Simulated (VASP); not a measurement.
Band structure of VZr3N4 (ordered alloy cell). These are PBEsol GGA, VASP's PBE PAW potentials (set 64) (plane waves; VASP) values and carry that method's errors.

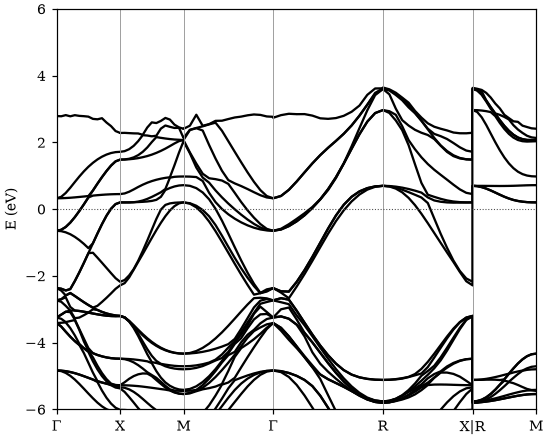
*Bands along high-symmetry lines, zero at the valence-band maximum or, without a gap, the Fermi level*

Read the plot: is there a gap, and where are the band edges?

It has no gap at this level: it comes out as a metal or semimetal. (Edges off the drawn lines would not show.)

The structure was generated: VZr3N4 was put into an ordered model structure (Pm-3m), which need not be its known phase. It was relaxed first. The run is not spin-polarised, so no magnetic state was tried. The electron count is odd and the run is not spin-polarised, which forces a metal.
